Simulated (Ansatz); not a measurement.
# Cl3Ga: a dynamics run in two tries

The task is a short trajectory.

Method: RKS PBE/def2-SVP, in Ansatz 0.2.0.

### 1 The structure to begin with

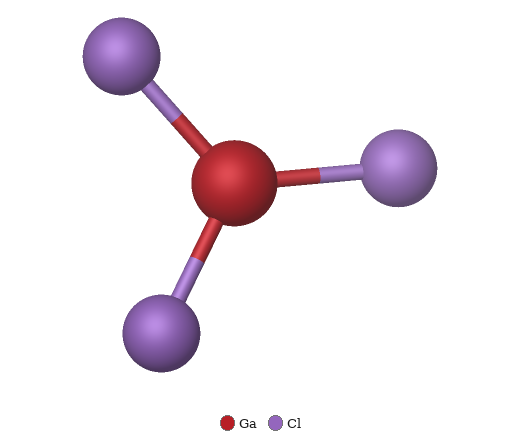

Start, viewed from a chosen angle; gallium red, chlorine purple.

Structure file:

```xyz
4

Ga    0.1624   -0.1090   -0.0102
Cl    0.4453   -0.4137    2.0597
Cl    1.6924    0.1558   -1.4536
Cl   -1.7507   -0.1436   -0.9038
```

### 2 First try

input.yaml

```yaml
crystal:
  periodic: [false, false, false]
  atoms:
    - { symbol: Ga, position_ang: [0.162353, -0.10897, -0.010177] }
    - { symbol: Cl, position_ang: [0.445297, -0.413734, 2.059699] }
    - { symbol: Cl, position_ang: [1.692403, 0.155842, -1.453589] }
    - { symbol: Cl, position_ang: [-1.75073, -0.14364, -0.903806] }
basis:
  gaussian: { orbitals: def2-SVP }
hamiltonian:
  xc: pbe
md:
  timestep: 2.0
  n_steps: 25
  ensemble: npt_langevin
  temperature: 2000.0
  initial_velocities: maxwell_boltzmann
  seed: 467717
  pressure: 1.0
```

The run is started by

```bash
> ansatz run input.yaml --threads 1 --pin off --max-ram 2048MiB --backend cpu --events-out ev --progress --plain --runs-dir out
```

The program printed:

```text
Error: invalid value for `basis.gaussian`: such a run doesn't read md.pressure; remove what it names
```

It took 0.02 s on 1 thread of Arm Neoverse V1, shared host; peak memory 0.027 GiB.

### 3 What went wrong

Nothing was computed: the input was turned down at the start. Its message: «invalid value for `basis.gaussian`: such a run doesn't read md.pressure; remove what it names»

A barostat needs a periodic cell, and a molecule in free space has none.

Fix: use nve or an nvt ensemble and drop md.pressure.

### 4 The mended input

Changes to input.yaml since step 2:

```diff
@@ -13,4 +13,4 @@
   timestep: 2.0
-  n_steps: 25
-  ensemble: npt_langevin
+  n_steps: 150
+  ensemble: nvt_nose_hoover
   temperature: 2000.0
@@ -18,2 +18,2 @@
   seed: 467717
-  pressure: 1.0
+  nose_hoover: { tau: 20.0, chain_length: 5 }
```

The run is started by

```bash
> ansatz run input.yaml --threads 1 --pin off --max-ram 2048MiB --backend cpu --events-out ev --progress --plain --runs-dir out
```

The limit on steps is raised as well. The first and last lines of the walk in its log:

```text
md step     0: t =     0.00 fs  T =  2000.0 K  F+E_penalty+E_count = -89908.58222842 eV  E_kin = 0.517040 eV  conserved = -89908.06518842 eV  (23 SCF iters)
md step     1: t =     2.00 fs  T =  1971.0 K  F+E_penalty+E_count = -89908.57468745 eV  E_kin = 0.509532 eV  conserved = -89908.06517389 eV  (24 SCF iters)
md step     2: t =     4.00 fs  T =  1925.6 K  F+E_penalty+E_count = -89908.56273699 eV  E_kin = 0.497798 eV  conserved = -89908.06513320 eV  (24 SCF iters)
[...]
md step   148: t =   296.00 fs  T =   883.1 K  F+E_penalty+E_count = -89908.17803410 eV  E_kin = 0.228311 eV  conserved = -89908.06462860 eV  (24 SCF iters)
md step   149: t =   298.00 fs  T =   697.3 K  F+E_penalty+E_count = -89908.14959420 eV  E_kin = 0.180274 eV  conserved = -89908.06425325 eV  (24 SCF iters)
md step   150: t =   300.00 fs  T =   595.7 K  F+E_penalty+E_count = -89908.13638633 eV  E_kin = 0.153993 eV  conserved = -89908.06404554 eV  (25 SCF iters)
```

Wall time 5.3 min (1 thread of Arm Neoverse V1, shared host); peak memory 0.12 GiB.

With the input mended the run goes through: 150 steps, ending at 596 K.

### 5 Results

| quantity | value |
| --- | --- |
| first try | refused |
| cause | a barostat needs a periodic cell, and a molecule in free space has none |

What this shows: The fault in the first input was caught at the input check and cost nothing.
